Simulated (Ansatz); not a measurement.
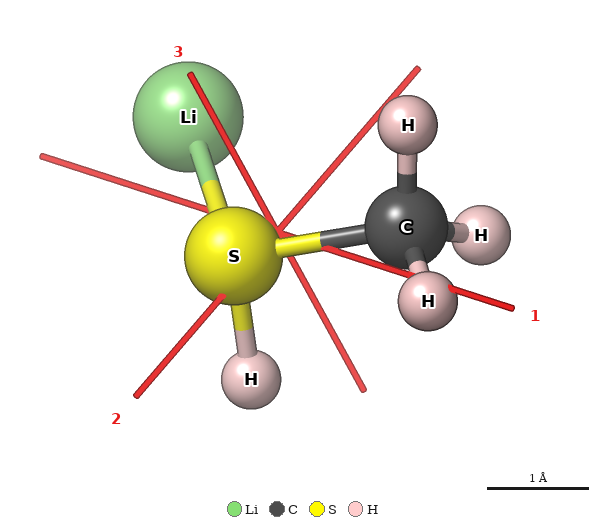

The three principal axes of inertia are drawn and numbered. Distant atoms are faded towards the background colour. Charge +1, singlet. The computed structure is the end point of a PBE-D4/def2-SVP optimisation. No frequency run is at hand to confirm it as a minimum. Masses are those of the most abundant isotopes; constants are for the rigid equilibrium geometry.

Q: Which line is the a axis (least moment of inertia), which b and which c?

A: a is line 1, b is line 2, c is line 3; the moments are 23.9, 66.2, 83.6 u Å².

Q: Classify the rotor and give the rotational constants (cm⁻¹).

A: An asymmetric top (C1): A = 0.705, B = 0.255, C = 0.202 cm⁻¹. Ray's parameter κ is −0.79, nearer the prolate limit.
